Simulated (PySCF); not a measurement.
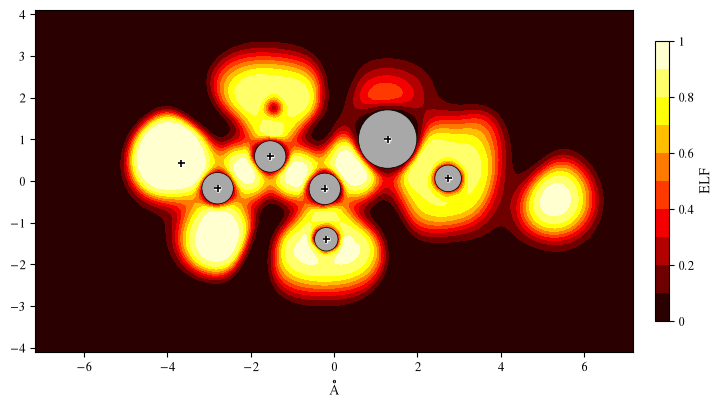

The ELF on a plane through atoms (crosses mark nuclei in the plane; grey discs cover the cores).

Computed with PBE0/pcSseg-1, SCF density, gas phase, non-relativistic (PySCF).

Candidates:
A. C₂H₈O₃Si₂ (SMILES CC1O[SiH2]O[SiH2]O1)
B. C₃H₁₁NO₂Si₃ (SMILES CC(=O)C(=O)[SiH2]N([SiH3])[SiH3])

Which system is this?

Answer. Candidate B: C₃H₁₁NO₂Si₃ on the plane of atoms O5, C4 and Si6, which holds C, O, Si, N and H. C–O (1.21 Å): the ELF peaks at about 0.85 between the atoms (a short, multiple covalent bond). C–C (1.49 Å): the ELF peaks at about 0.95 between the atoms: a covalent bond.
